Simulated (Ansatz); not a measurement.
**WS2F2: reading failed and doubtful runs**

2 inputs were typed for WS2F2. Each is run as it stands; the log then has to tell whether the result can be used.

Program: Ansatz 0.2.0, Gaussian basis. Level of theory: the settings change from run to run. These are calculated values, not measurements.

## (1) The geometry

The structure was relaxed beforehand with PBE-D4/def2-SVP. W takes a core potential in def2 sets; no spin-orbit term is included.

5 atoms, charge 0, spin multiplicity 1.

Atoms are counted from 1 here; the program's logs count them from 0.

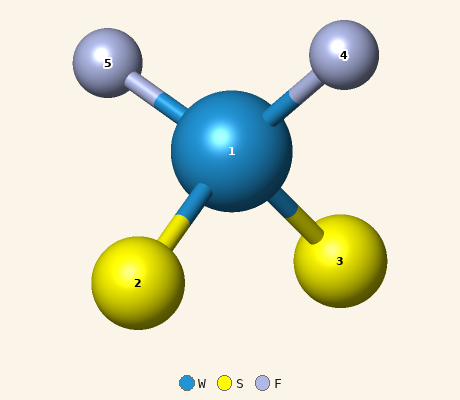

The geometry (tungsten blue, sulfur yellow, fluorine light blue); atoms are numbered from 1 in the order of the file.

## (2) Attempt 1

in.yaml reads:

```yaml
crystal:
  periodic: [false, false, false]
  atoms:
    - {symbol: W, position_ang: [-0.216458, 0.000651, -0.151483]}
    - {symbol: S, position_ang: [-0.086594, -0.039503, 4.553845]}
    - {symbol: S, position_ang: [4.249485, 0.027080, -1.639107]}
    - {symbol: F, position_ang: [-1.983882, 3.506678, -1.351469]}
    - {symbol: F, position_ang: [-1.962551, -3.494885, -1.411785]}
basis:
  gaussian: {orbitals: def2-mTZVPP, final_grid: {core_spheres: 8, valence_spheres: 7, degree: 23}, nuclear_model: gaussian}
total_charge: -1
magnetization: {spin_polarized: true, initial_magnetization: 1}
hamiltonian: {xc: {name: wB97M-V}}
scf: {omitted_lower_state_checks: [starts]}
```

Command:

```
> ansatz run in.yaml --threads 4 --pin off --events-out ev --progress --plain --max-ram 3916MiB
```

What it wrote:

```text
Functional definition: wB97M-V
  name "wB97M-V"
  cite "Mardirossian & Head-Gordon, J. Chem. Phys. 144, 214110 (2016) doi:10.1063/1.4952647"
  cite "Becke, J. Chem. Phys. 107, 8554 (1997) doi:10.1063/1.475007"
  cite "Vydrov & Van Voorhis, J. Chem. Phys. 133, 244103 (2010) doi:10.1063/1.3521275"
  # Of w^i u^j: cxij and so on, Table III.
  parameter omega = 0.3/bohr
  parameter cx = 0.15
  parameter cx01 = 1.007
  parameter cx10 = 0.259
  parameter css00 = 0.443
  parameter css04 = -1.437
  parameter css10 = -4.535
  parameter css20 = -3.390
  parameter css43 = 4.278
  parameter cos00 = 1.000
  parameter cos10 = 1.358
  parameter cos20 = 2.924
  parameter cos21 = -8.812
  parameter cos60 = -1.390
  parameter cos61 = 9.142
  parameter b = 6.0
  parameter c = 0.01
  gx(w, u) = 1 - cx + cx01*u + cx10*w
  gss(w, u) = css00 + css04*u^4 + css10*w + css20*w^2 + css43*w^4*u^3
  gos(w, u) = cos00 + cos10*w + (cos20 + cos21*u)*w^2 + (cos60 + cos61*u)*w^6
  exchange = spin_sum(e_x_unif_sr(omega)*gx(b97_w, b97_u_x)) + cx*exact_x_sr(omega) + exact_x_lr(omega)
  correlation = spin_sum(e_c_pw_mod_same_spin*gss(b97_w, b97_u_same))
      + integral(e_c_pw_mod_opposite_spin*gos(b97_w_opposite, b97_u_opposite)) + vv10(b, c)
these checks for a lower state are left out or cut short: starts
1310 factors; integrals over basis functions are off by at most 2.1e-4 eV
327 factors; integrals over basis functions are off by at most 2.4e-5 eV
mean field evaluation 1: about -28826.7233 eV, gradient 6.4e1 eV
mean field evaluation 2: about -27085.6557 eV, gradient 4.7e2 eV
mean field evaluation 4: about -28079.1148 eV, gradient 3.0e2 eV
mean field evaluation 8: about -28907.2180 eV, gradient 7.0e0 eV
mean field evaluation 16: about -28913.1555 eV, gradient 7.1e-1 eV
mean field evaluation 32: about -28913.2540 eV, gradient 2.1e-1 eV
mean field evaluation 64: about -28913.4261 eV, gradient 5.6e-2 eV
Error: SIGTERM received: run cancelled behind 80 evaluations of the mean field
```

It took 91 s on 4 threads of Arm Neoverse N1, shared host.

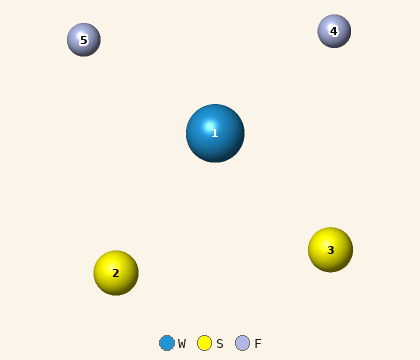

The geometry of this input.

What is wrong: The run hit its time limit. The geometry is stretched to more than twice its size. The shortest distance is 4.11 Å (W1–F5), against 1.87 Å in the relaxed molecule. It also asks for charge -1 and multiplicity 2, another species or state than the molecule above. Fix: use the relaxed coordinates, and set charge and spin to those of the species named.

## (3) Attempt 2

in.yaml reads:

```yaml
crystal:
  periodic: [false, false, false]
  atoms:
    - {symbol: W, position_ang: [-0.068873, 0.000178, -0.048199]}
    - {symbol: S, position_ang: [-0.023617, -0.010773, 1.241958]}
    - {symbol: S, position_ang: [1.158950, 0.007386, -0.521534]}
    - {symbol: F, position_ang: [-0.631235, 0.956367, -0.430013]}
    - {symbol: F, position_ang: [-0.535241, -1.112009, -0.449204]}
basis:
  gaussian: {orbitals: def2-mTZVP}
hamiltonian: {xc: {name: HF}}
correlation: {method: bccd_t, electrons: outside_noble_gas}
accuracy: high
scf: {omitted_lower_state_checks: [starts]}
```

The command is unchanged.

What it wrote (excerpt; [...] marks lines left out):

```text
Functional definition: HF
  name "HF"
  cite "Fock, Z. Phys. 61, 126 (1930) doi:10.1007/BF01340294"
  parent pbe
[...]
2262 factors; integrals over basis functions are off by at most 3.6e-9 eV
[...]
mean field -28718.63867131 eV, -1055.3905049783 hartree, gradient 3.2e-8 eV, S^2 0.000000; 0 other end points of the search recorded, 0 dependent functions left out
16 core orbitals not correlated: weight in the atoms' cores, before any rotation towards them, 0.829 or more for the frozen orbitals, at most 0.114 for the correlated occupied ones
reference -28718.63867131 eV, -1055.3905049783 hartree; 16, 16 occupied and 86, 86 virtual orbitals, 2262 factors
second order -23.56173931 eV of doubles, -0.00000000 eV of singles
cycle   1  -21.74137977 eV  change     1.8e0 eV  update   1.4e-1
[...]
cycle  25  -22.60585056 eV  change   3.2e-11 eV  update   3.1e-9
perturbative correction -0.94225660 eV, -0.0346272913 hartree
Total energy: -28742.18677847 eV, -1056.2558819548 hartree
Checks for a lower state left out: starts
```

It took 43 s on 4 threads of Arm Neoverse N1, shared host; peak memory 1.4 GiB.

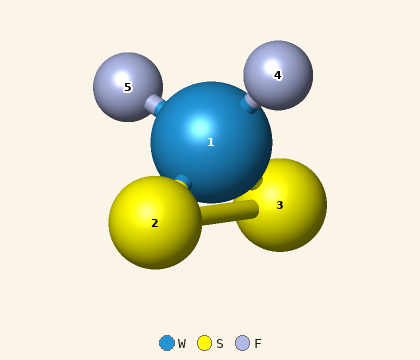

The geometry of this input.

**Diagnosis.** It ended without an error, which proves nothing about the input. The geometry is squeezed well below its size. The shortest distance is 1.17 Å (W1–F4), against 1.87 Å in the relaxed molecule. Its energy is no property of the relaxed molecule. To mend it, use the relaxed coordinates.

## (4) How the tries ended

```
attempt                level      ended                                                  cause  time
      1  wB97M-V/def2-mTZVPP    timeout  the geometry is stretched to more than twice its size  91 s
      2   BCCD(T)/def2-mTZVP  converged           the geometry is squeezed well below its size  43 s
```

1 timeout, 1 converged. The dangerous case is the input that converges on a wrong geometry, charge, spin, basis or grid: often only a look at the input shows it.
